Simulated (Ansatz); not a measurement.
**PN (phosphorus nitride): levels of theory compared**

We compute a comparison of 6 runs (UHF/STO-3G, BLYP/STO-3G, CAM-B3LYP/STO-3G, RPA@PBE/STO-3G, UMP2/STO-3G, UCCSD(T)/STO-3G) of PN (phosphorus nitride). 

The calculation is run with Ansatz 0.2.0.

46 further runs of the same task are left out: 12 that didn't finish, 34 set aside as unsound or not needed.

## Step 1: The structure to begin with

The species is PN (2 atoms), meant as a singlet with charge 0. As SMILES, `N#P`. The P2–N1 distance was set to 2.982 Å, away from the relaxed value.

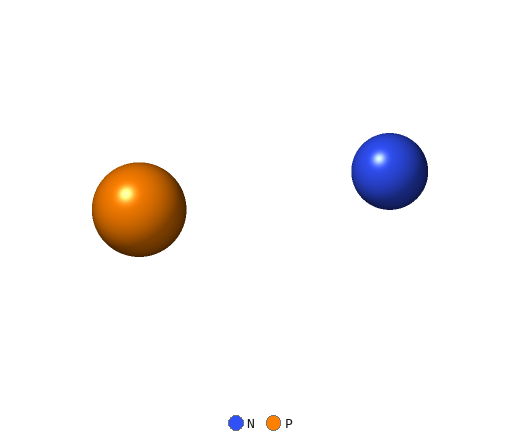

Viewed from a chosen angle; nitrogen blue, phosphorus orange.

## Step 2: The energy at UHF/STO-3G (run 1)

File run.yaml:

```yaml
crystal:
  periodic: [false, false, false]
  atoms:
    - symbol: "N"
      position_ang: [0.000000, 0.000000, -1.490834]
    - symbol: P
      position_ang: [0.000000, 0.000000, 1.490866]
basis:
  gaussian:
    orbitals: STO-3G
magnetization:
  spin_polarized: true
  initial_magnetization: 0
hamiltonian:
  xc: hf
accuracy: high
```

Launch:

```
$ ansatz run run.yaml --threads 1 --pin off --max-ram 2610MiB --events-out events.jsonl --progress --plain --runs-dir runs
```

The program printed:

```text
Warning: RAYON_NUM_THREADS=1 ignored (pool sized by the plan → 1); use --threads N
Functional definition: HF
  name "HF"
  exchange = exact_x
  correlation = 0
208 factors; integrals over basis functions are off by at most 7.8e-9 eV
mean field evaluation 1: about -10549.0460 eV, gradient 4.9e1 eV
mean field evaluation 2: about -10549.0517 eV, gradient 4.9e1 eV
mean field evaluation 4: about -10533.3961 eV, gradient 2.1e1 eV
mean field evaluation 8: about -10613.6110 eV, gradient 5.2e0 eV
mean field evaluation 16: about -10615.0259 eV, gradient 1.6e-2 eV
mean field evaluation 32: about -10624.6539 eV, gradient 2.5e-1 eV
mean field evaluation 64: about -10622.1437 eV, gradient 2.1e0 eV
mean field -10628.45838412 eV, -390.5886413884 hartree, gradient 8.4e-9 eV, S^2 2.975217; 1 other end points of the search recorded, 0 dependent functions left out
reference -10628.45838412 eV, -390.5886413884 hartree; 11, 11 occupied and 3, 3 virtual orbitals, 208 factors
Total energy: -10628.45838412 eV, -390.5886413884 hartree
```

It took 0.16 s on 1 thread of Intel Xeon 6975P-C (Granite Rapids), shared host.

## Step 3: A single-point energy at BLYP/STO-3G (run 2)

File input.yaml:

```yaml
crystal:
  periodic: [false, false, false]
  atoms:
    - {symbol: "N", position_ang: [0.000000, 0.000000, -1.490834]}
    - {symbol: P, position_ang: [0.000000, 0.000000, 1.490866]}
basis:
  gaussian: {orbitals: STO-3G}
hamiltonian: {xc: {name: BLYP}}
accuracy: high
```

Launch:

```
$ ansatz run input.yaml --threads 1 --pin off --max-ram 2610MiB --events-out events.jsonl --progress --plain --runs-dir runs
```

The program printed:

```text
Warning: RAYON_NUM_THREADS=1 ignored (pool sized by the plan → 1); use --threads N
Functional definition: BLYP
  name "BLYP"
  parameter beta = 0.0042
  parameter a = 0.04918
  parameter b = 0.132
  parameter c = 0.2533
  parameter d = 0.349
  exchange = b88_x(beta = beta)
  correlation = lyp_c(a = a, b = b, c = c, d = d)
208 factors; integrals over basis functions are off by at most 7.8e-9 eV
mean field evaluation 1: about -10562.4182 eV, gradient 6.6e1 eV
mean field evaluation 2: about -10534.0984 eV, gradient 2.0e1 eV
mean field evaluation 4: about -10550.0285 eV, gradient 3.3e1 eV
mean field evaluation 8: about -10641.1896 eV, gradient 8.8e-2 eV
mean field evaluation 16: about -10639.1651 eV, gradient 3.3e0 eV
mean field evaluation 32: about -10639.2248 eV, gradient 2.9e-5 eV
mean field evaluation 64: about -10636.7668 eV, gradient 7.0e0 eV
mean field -10641.17531548 eV, -391.0559799962 hartree, gradient 2.1e-8 eV, S^2 0.000000; 8 other end points of the search recorded, 0 dependent functions left out
reference -10641.17534447 eV, -391.0559810617 hartree; 11, 11 occupied and 3, 3 virtual orbitals, 208 factors
Total energy: -10641.17534447 eV, -391.0559810617 hartree
```

Wall time 0.99 s (1 thread of Intel Xeon 6975P-C (Granite Rapids), shared host).

Runs 3 to 4 aren't shown in full; the table further down has their settings and results.

## Step 4: The energy at UMP2/STO-3G (run 5)

File run.yaml:

```yaml
crystal:
  periodic: [false, false, false]
  atoms:
    - {symbol: "N", position_ang: [0.000000, 0.000000, -1.490834]}
    - {symbol: P, position_ang: [0.000000, 0.000000, 1.490866]}
basis:
  gaussian:
    orbitals: STO-3G
magnetization:
  spin_polarized: true
correlation:
  method: mp2
  frozen_orbitals: {"N": 1, P: 5}
accuracy: high
```

Launch:

```
$ ansatz run run.yaml --threads 1 --pin off --max-ram 2610MiB --events-out events.jsonl --progress --plain --runs-dir runs
```

The program printed:

```text
Warning: RAYON_NUM_THREADS=1 ignored (pool sized by the plan → 1); use --threads N
Functional definition: HF
  name "HF"
  exchange = exact_x
  correlation = 0
208 factors; integrals over basis functions are off by at most 7.8e-9 eV
mean field evaluation 1: about -10549.0460 eV, gradient 4.9e1 eV
mean field evaluation 2: about -10549.0517 eV, gradient 4.9e1 eV
mean field evaluation 4: about -10533.3961 eV, gradient 2.1e1 eV
mean field evaluation 8: about -10613.6110 eV, gradient 5.2e0 eV
mean field evaluation 16: about -10615.0259 eV, gradient 1.6e-2 eV
mean field evaluation 32: about -10624.6539 eV, gradient 2.5e-1 eV
mean field evaluation 64: about -10624.4385 eV, gradient 4.6e-2 eV
mean field evaluation 96: about -10535.9641 eV, gradient 2.1e1 eV
mean field -10628.45838412 eV, -390.5886413884 hartree, gradient 8.4e-9 eV, S^2 2.975217; 3 other end points of the search recorded, 0 dependent functions left out
6 core orbitals not correlated: weight in the atoms' cores, before any rotation towards them, 1.000 or more for the frozen orbitals, at most 0.000 for the correlated occupied ones
reference -10628.45838412 eV, -390.5886413884 hartree; 5, 5 occupied and 3, 3 virtual orbitals, 208 factors
second order -0.00622845 eV of doubles, -0.00000000 eV of singles
Total energy: -10628.46461257 eV, -390.5888702798 hartree
```

Run time: 0.18 s. Hardware: 1 thread of Intel Xeon 6975P-C (Granite Rapids), shared host.

## Step 5: A single-point energy at UCCSD(T)/STO-3G (run 6)

File in.yaml:

```yaml
crystal:
  periodic: [false, false, false]
  atoms:
    - symbol: N
      position_ang: [0.000000, 0.000000, -1.490834]
    - symbol: P
      position_ang: [0.000000, 0.000000, 1.490866]
basis:
  gaussian:
    orbitals: STO-3G
magnetization:
  spin_polarized: true
  initial_magnetization: 0
correlation:
  method: ccsd_t
  frozen_orbitals: {"N": 1, P: 5}
accuracy: high
total_charge: 0
scf:
  omitted_lower_state_checks: [cluster_reference, increment]
```

Launch:

```
$ ansatz run in.yaml --threads 1 --pin off --max-ram 2610MiB --events-out events.jsonl --progress --plain --runs-dir runs
```

The program printed:

```text
Warning: RAYON_NUM_THREADS=1 ignored (pool sized by the plan → 1); use --threads N
[... 15 lines left out ...]
6 core orbitals not correlated: weight in the atoms' cores, before any rotation towards them, 1.000 or more for the frozen orbitals, at most 0.000 for the correlated occupied ones
[... 82 lines left out ...]
Total energy: -10628.50326770 eV, -390.5902908298 hartree
Checks for a lower state left out: cluster_reference, increment
```

Wall time 0.34 s (1 thread of Intel Xeon 6975P-C (Granite Rapids), shared host).

## Step 6: The series

| run | level | frozen core orbitals | energy (Eh) | wall time |
| --- | --- | --- | --- | --- |
| 1 | UHF/STO-3G | – | -390.588641 | 0.16 s |
| 2 | BLYP/STO-3G | – | -391.055981 | 0.99 s |
| 3 | CAM-B3LYP/STO-3G | – | -390.956312 | 0.52 s |
| 4 | RPA@PBE/STO-3G | 6 | -390.530200 | 1.3 s |
| 5 | UMP2/STO-3G | 6 | -390.588870 | 0.18 s |
| 6 | UCCSD(T)/STO-3G | 6 | -390.590291 | 0.34 s |

## Step 7: Summary of results

| quantity | value |
| --- | --- |
| run 6: total energy | -390.59029 Eh |
| run 6: correlation energy (6 core orbitals frozen) | -1.6 mEh |
| run 6: (T) correction | -0.01 mEh |
| run 6: ⟨S²⟩ of the reference determinant | 2.975 |
| run 6: T1 diagnostic | 0.013 |

What this shows: Below the UHF energy at the same shape and in the same basis (STO-3G): UMP2 -0.2 mEh; UCCSD(T) -1.6 mEh. Totals of different functionals can't be ranked against each other. In run 4 the log says that unrestricted orbitals would lower the reference, so the values rest on an unstable closed-shell determinant (other closed-shell runs at this shape may share the fault). In runs 1, 2, 3, 4, 5, 6 the basis is minimal, so the values are rough. Spin contamination of the reference: run 1 ⟨S²⟩ = 2.98, run 5 ⟨S²⟩ = 2.98, run 6 ⟨S²⟩ = 2.98. Where it is this large, the reference is a mixture of spin states, and values that rest on it are in doubt. All runs together took 3.5 s, the longest 1.3 s.
